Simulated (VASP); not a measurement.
Shape and ions are relaxed at each volume.

Energy against volume of Tm (hcp). Method: PW91 GGA, VASP's PBE PAW potentials (set 64) (plane waves; VASP).

The 4f electrons are frozen in the core of the lanthanide potential, so 4f levels, which can set the real gap, and their magnetism are missing.

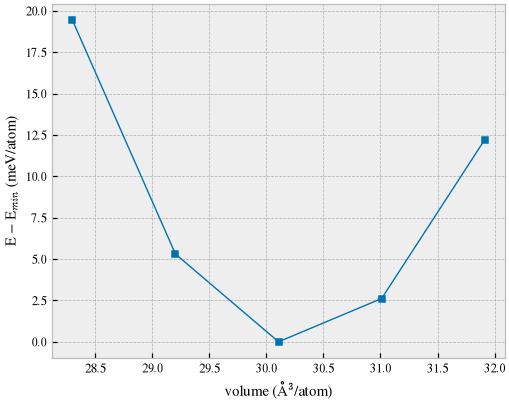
Figure. Energy against volume

Q: Estimate the equilibrium volume and the bulk modulus.

A: The minimum lies near 30.2 Å³/atom, and the curvature gives B0 of about 46 GPa.

Measured: bulk modulus 44.5 GPa (computed value off by +3.3 %), as given by Wikipedia, Thulium (infobox). The calculation is for a static lattice, while the measured bulk modulus holds thermal and zero-point effects, which are part of the difference.

The compound is Tm in the hcp structure. It was relaxed first.
